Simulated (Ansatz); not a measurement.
AlH2Cl2: nudged elastic band

The run: nudged elastic band of AlH2Cl2, multiplicity 2. Method and program: UKS BHLYP/cc-pVDZ (Ansatz 0.2.0).

It belongs to a series of runs on one base structure; here: band between the two ends. Figures and captions count atoms from 1; the log counts them from 0 in places.

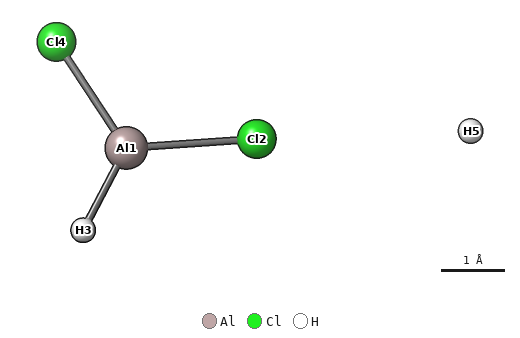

Fig. 1: The structure as given in the input (ball-and-stick view, seen at a tilt; atoms are numbered from 1 in the order of the input). Sticks mark near contacts.

## Results in brief

```json
{"quantity": "outcome", "value": "converged"}
{"quantity": "barrier, forward", "value": "1.032 eV"}
{"quantity": "barrier, backward", "value": "0.644 eV"}
{"quantity": "hardware", "value": "2 threads of Arm Neoverse V1, 24 GiB of memory available, shared host"}
{"quantity": "wall time", "value": "2.6 min (CPU time 5.1 min)"}
{"quantity": "peak memory", "value": "0.17 GiB"}
```

The order of the saddle point was not checked.

## Input file
```yaml
crystal:
  periodic: [false, false, false]
  atoms:
    - { symbol: Al, position_ang: [-0.016444, 0.0, -0.227178] }
    - { symbol: Cl, position_ang: [-0.0463, 0.0, 1.880992] }
    - { symbol: H, position_ang: [1.329266, 0.0, -1.007713] }
    - { symbol: Cl, position_ang: [-1.866711, 0.0, -1.24044] }
    - { symbol: H, position_ang: [0.019989, 0.0, 5.329339] }
magnetization:
  spin_polarized: true
  initial_magnetization: 1
basis:
  gaussian: { orbitals: cc-pVDZ }
hamiltonian:
  xc: { name: BHLYP }
neb:
  order_check: false
  images: 7
  f_tol: 0.05
  max_iterations: 60
  spring: 20.0
  final_atoms:
    - { symbol: Al, position_ang: [-0.04348238, 2.254e-05, -0.61750573] }
    - { symbol: Cl, position_ang: [-0.0474267, -5.398e-05, 3.66271464] }
    - { symbol: H, position_ang: [1.30015663, 4.71e-06, -1.48399254] }
    - { symbol: Cl, position_ang: [-1.85625416, 4.73e-06, -1.76906806] }
    - { symbol: H, position_ang: [0.0668066, 2.2e-05, 4.9428517] }
  initial_path:
    images:
      - { positions_ang: [[-0.016444, 0.0, -0.227178], [-0.0463, 0.0, 1.880992], [1.329266, 0.0, -1.007713], [-1.866711, 0.0, -1.24044], [0.019989, 0.0, 5.329339]] }
      - { positions_ang: [[-0.01216274, 0.0, -0.17036258], [-0.03500063, 0.0, 2.03076476], [1.33500991, 0.0, -0.95052087], [-1.88246239, 0.0, -1.20940623], [0.01441586, 0.0, 5.03452491]] }
      - { positions_ang: [[-0.00788148, 0.0, -0.11354715], [-0.02370127, 0.0, 2.18053753], [1.34075383, 0.0, -0.89332874], [-1.89821379, 0.0, -1.17837245], [0.00884271, 0.0, 4.73971081]] }
      - { positions_ang: [[-0.00360022, 0.0, -0.05673173], [-0.0124019, 0.0, 2.33031029], [1.34649774, 0.0, -0.83613661], [-1.91396518, 0.0, -1.14733868], [0.00326957, 0.0, 4.44489672]] }
      - { positions_ang: [[0.00068104, 0.0, 8.37e-05], [-0.00110254, 0.0, 2.48008306], [1.35224165, 0.0, -0.77894448], [-1.92971657, 0.0, -1.1163049], [-0.00230358, 0.0, 4.15008263]] }
      - { positions_ang: [[-0.01035982, 5.64e-06, -0.15431366], [-0.01268358, -1.35e-05, 2.77574095], [1.3392204, 1.18e-06, -0.9552065], [-1.91135097, 1.18e-06, -1.27949569], [0.01497397, 5.5e-06, 4.34827489]] }
      - { positions_ang: [[-0.02140067, 1.127e-05, -0.30871102], [-0.02426462, -2.699e-05, 3.07139885], [1.32619914, 2.35e-06, -1.13146851], [-1.89298537, 2.36e-06, -1.44268648], [0.03225151, 1.1e-05, 4.54646716]] }
      - { positions_ang: [[-0.03244153, 1.691e-05, -0.46310838], [-0.03584566, -4.049e-05, 3.36705674], [1.31317789, 3.53e-06, -1.30773053], [-1.87461976, 3.55e-06, -1.60587727], [0.04952906, 1.65e-05, 4.74465943]] }
      - { positions_ang: [[-0.04348238, 2.254e-05, -0.61750573], [-0.0474267, -5.398e-05, 3.66271464], [1.30015663, 4.71e-06, -1.48399254], [-1.85625416, 4.73e-06, -1.76906806], [0.0668066, 2.2e-05, 4.9428517]] }
```

Command:
```bash
ansatz run input.yaml --threads 2 --pin off --max-ram 3072MiB --backend cpu --events-out ev --progress --plain --runs-dir out
```

## Log
```
Engine: ansatz 0.2.0, aarch64-unknown-linux-gnu
Functional definition: BHLYP
  parameter a = 0.5
  exchange = (1 - a)*b88_x + a*exact_x
  correlation = lyp_c
721 factors; integrals over basis functions are off by at most 3.1e-4 eV
mean field evaluation 1: about -31675.0605 eV, gradient 1.2e1 eV
mean field evaluation 2: about -31675.5119 eV, gradient 8.9e0 eV
mean field evaluation 4: about -31675.9604 eV, gradient 2.3e-1 eV
mean field evaluation 8: about -31675.9872 eV, gradient 3.0e-3 eV
mean field evaluation 16: about -31675.9872 eV, gradient 3.7e-5 eV
mean field -31675.98716642 eV, -1164.0710576106 hartree, gradient 3.7e-5 eV, S^2 0.750018; 0 other end points of the search recorded, 0 dependent functions left out
the calculation of the forces begins
reference -31675.98736524 eV, -1164.0710649173 hartree; 25, 24 occupied and 39, 40 virtual orbitals, 721 factors
725 factors; integrals over basis functions are off by at most 6.0e-4 eV
mean field evaluation 32: about -31675.5986 eV, gradient 1.9e-5 eV
mean field -31675.59859479 eV, -1164.0567778668 hartree, gradient 1.9e-5 eV, S^2 0.754613; 0 other end points of the search recorded, 0 dependent functions left out
[... from here on the field's lines of each further geometry are left out, up to the last ...]
NEB iter   1: max|band force component| = 3.962e0 eV/Å  barrier→ = 1.2500 eV  barrier← = 0.8615 eV  Δτ_max = 0.1972 Å  (271 SCF iters)
NEB iter   2: max|band force component| = 2.370e0 eV/Å  barrier→ = 1.3308 eV  barrier← = 0.9423 eV  Δτ_max = 0.2000 Å  (228 SCF iters)
NEB iter   3: max|band force component| = 8.308e0 eV/Å  barrier→ = 1.0306 eV  barrier← = 0.6420 eV  Δτ_max = 0.1005 Å  (218 SCF iters)
NEB iter   4: max|band force component| = 1.011e0 eV/Å  barrier→ = 0.8559 eV  barrier← = 0.4674 eV  Δτ_max = 0.1135 Å  (209 SCF iters)
NEB iter   5: max|band force component| = 8.013e-1 eV/Å  barrier→ = 0.8228 eV  barrier← = 0.4343 eV  CI = image 4  Δτ_max = 0.1992 Å  (214 SCF iters)
NEB iter   6: max|band force component| = 6.849e-1 eV/Å  barrier→ = 1.1012 eV  barrier← = 0.7126 eV  CI = image 4  Δτ_max = 0.1001 Å  (223 SCF iters)
NEB iter   7: max|band force component| = 1.341e0 eV/Å  barrier→ = 1.0709 eV  barrier← = 0.6823 eV  CI = image 4  Δτ_max = 0.0499 Å  (210 SCF iters)
NEB iter   8: max|band force component| = 8.636e-1 eV/Å  barrier→ = 1.0517 eV  barrier← = 0.6632 eV  CI = image 4  Δτ_max = 0.0995 Å  (214 SCF iters)
NEB iter   9: max|band force component| = 2.173e-1 eV/Å  barrier→ = 1.0360 eV  barrier← = 0.6474 eV  CI = image 4  Δτ_max = 0.1959 Å  (210 SCF iters)
NEB iter  10: max|band force component| = 1.591e-1 eV/Å  barrier→ = 1.0323 eV  barrier← = 0.6438 eV  CI = image 4  Δτ_max = 0.1160 Å  (224 SCF iters)
NEB iter  11: max|band force component| = 7.429e-2 eV/Å  barrier→ = 1.0326 eV  barrier← = 0.6440 eV  CI = image 4  Δτ_max = 0.0769 Å  (193 SCF iters)
the calculation of the forces begins
reference -31675.59436082 eV, -1164.0566222711 hartree; 25, 24 occupied and 39, 40 virtual orbitals, 725 factors
723 factors; integrals over basis functions are off by at most 1.4e-3 eV
mean field evaluation 800: about -31674.9529 eV, gradient 3.0e-1 eV
mean field -31674.95469295 eV, -1164.0331149105 hartree, gradient 1.9e-5 eV, S^2 0.769303; 1 other end points of the search recorded, 0 dependent functions left out
the calculation of the forces begins
reference -31674.95487086 eV, -1164.0331214486 hartree; 25, 24 occupied and 39, 40 virtual orbitals, 723 factors
NEB iter  12: max|band force component| = 3.990e-2 eV/Å  barrier→ = 1.0325 eV  barrier← = 0.6439 eV  CI = image 4  Δτ_max = 0.0000 Å  (382 SCF iters)
```

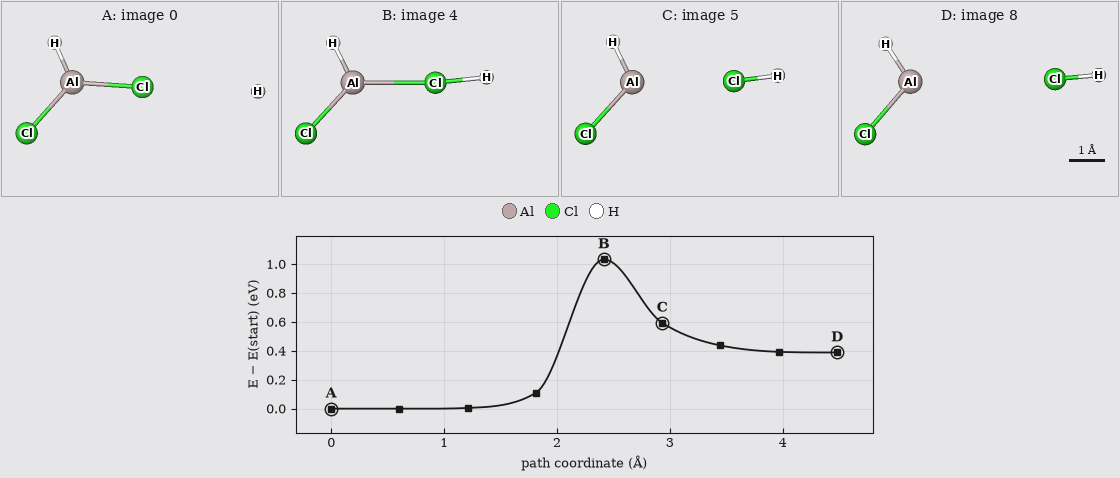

Fig. 2: Images of the last band (counted from 0; ball-and-stick, seen at a tilt) above the energy along the path; the line is a cubic interpolation that uses the forces. The highest image is number 4, 1.032 eV above the start and 0.644 eV above the end (the climbing image); the end lies 0.389 eV above the start. The path is 4.48 Å long. The band converged in 12 iterations.

```
Total energy: -31674.95487086 eV, -1164.0331214486 hartree
Atom 0 at    -0.070595     0.000041     0.052861 Å, force     0.040020     0.000030     0.004180 eV/Å
Atom 1 at    -0.083143     0.000048     2.503123 Å, force     0.003522     0.000017    -0.001527 eV/Å
Atom 2 at     1.321151    -0.000022    -0.696972 Å, force    -0.022318    -0.000015     0.008738 eV/Å
Atom 3 at    -1.848991    -0.000024    -1.119270 Å, force    -0.017266    -0.000015    -0.010140 eV/Å
Atom 4 at     0.101379    -0.000043     3.995259 Å, force    -0.003958    -0.000018    -0.001251 eV/Å
Dipole moment:     0.263213     0.000007     0.123834 e Å
this run last wrote the band of iteration 12 to [file]
```

## The last band as extended XYZ (Å, eV, eV/Å)
```
5
Properties=species:S:1:pos:R:3:forces:R:3 image=0 energy=-31675.98717
Al   -0.0164    0.0000   -0.2272   -0.0130   0.0000  -0.0098
Cl   -0.0463    0.0000    1.8810   -0.0032   0.0000   0.0036
H     1.3293    0.0000   -1.0077   -0.0037   0.0000  -0.0041
Cl   -1.8667    0.0000   -1.2404    0.0199   0.0000   0.0099
H     0.0200    0.0000    5.3293    0.0000   0.0000   0.0003
5
Properties=species:S:1:pos:R:3:forces:R:3 image=1 energy=-31675.98691
Al   -0.0888    0.0000   -0.2397   -0.0107  -0.0001  -0.0065
Cl   -0.4090    0.0000    1.8433   -0.0004   0.0000   0.0204
H     1.3490    0.0000   -0.8310    0.0136   0.0001  -0.0063
Cl   -1.7829    0.0000   -1.4944   -0.0021   0.0000  -0.0049
H     0.3516    0.0000    5.4568   -0.0004   0.0000  -0.0026
5
Properties=species:S:1:pos:R:3:forces:R:3 image=2 energy=-31675.98238
Al   -0.0575   -0.0003   -0.1284   -0.0298   0.0016  -0.0107
Cl   -0.2420    0.0003    1.9719   -0.0050  -0.0005  -0.0152
H     1.3399    0.0001   -0.8094    0.0128  -0.0006  -0.0111
Cl   -1.8308    0.0000   -1.2705    0.0172  -0.0005   0.0058
H     0.2102   -0.0001    4.9714    0.0048   0.0000   0.0312
5
Properties=species:S:1:pos:R:3:forces:R:3 image=3 energy=-31675.87830
Al   -0.0488    0.0000    0.0018    0.0041   0.0001  -0.0567
Cl   -0.1772    0.0001    2.1102   -0.0728   0.0000  -0.3227
H     1.3362    0.0000   -0.7048    0.0087   0.0000  -0.0124
Cl   -1.8405    0.0000   -1.1101    0.0077   0.0000   0.0190
H     0.1500    0.0000    4.4379    0.0524   0.0000   0.3728
5
Properties=species:S:1:pos:R:3:forces:R:3 image=4 energy=-31674.95469
Al   -0.0706    0.0000    0.0529    0.0400   0.0000   0.0042
Cl   -0.0831    0.0000    2.5031    0.0035   0.0000  -0.0015
H     1.3212    0.0000   -0.6970   -0.0223   0.0000   0.0087
Cl   -1.8490    0.0000   -1.1193   -0.0173   0.0000  -0.0101
H     0.1014    0.0000    3.9953   -0.0040   0.0000  -0.0013
5
Properties=species:S:1:pos:R:3:forces:R:3 image=5 energy=-31675.39340
Al   -0.0813    0.0001   -0.1324   -0.0179   0.0001  -0.1883
Cl   -0.0724    0.0001    2.8781    0.0134   0.0000   0.3696
H     1.3366    0.0000   -0.8622    0.0125  -0.0001  -0.1667
Cl   -1.8742    0.0000   -1.3094   -0.0234  -0.0001  -0.1817
H     0.1111   -0.0001    4.1609    0.0154   0.0000   0.1671
5
Properties=species:S:1:pos:R:3:forces:R:3 image=6 energy=-31675.55010
Al   -0.0982    0.0001   -0.2908   -0.0040   0.0000  -0.0501
Cl   -0.0730    0.0001    3.1654    0.0019   0.0000   0.0874
H     1.3099    0.0000   -1.0472   -0.0096   0.0000  -0.0574
Cl   -1.8534    0.0000   -1.5281    0.0015   0.0000  -0.0675
H     0.1345   -0.0001    4.4357    0.0102   0.0000   0.0877
5
Properties=species:S:1:pos:R:3:forces:R:3 image=7 energy=-31675.59419
Al   -0.1475    0.0000   -0.4550   -0.0036   0.0000  -0.0110
Cl   -0.0904    0.0000    3.4468   -0.0006   0.0000   0.0185
H     1.2855    0.0000   -1.1637   -0.0018   0.0000  -0.0087
Cl   -1.8285    0.0000   -1.7922    0.0011   0.0000  -0.0167
H     0.2007    0.0000    4.6992    0.0049   0.0000   0.0178
5
Properties=species:S:1:pos:R:3:forces:R:3 image=8 energy=-31675.59859
Al   -0.0435    0.0000   -0.6175   -0.0016   0.0000  -0.0059
Cl   -0.0474   -0.0001    3.6627   -0.0003   0.0000  -0.0060
H     1.3002    0.0000   -1.4840    0.0026   0.0000   0.0051
Cl   -1.8563    0.0000   -1.7691   -0.0025   0.0000  -0.0005
H     0.0668    0.0000    4.9429    0.0017   0.0000   0.0073
```
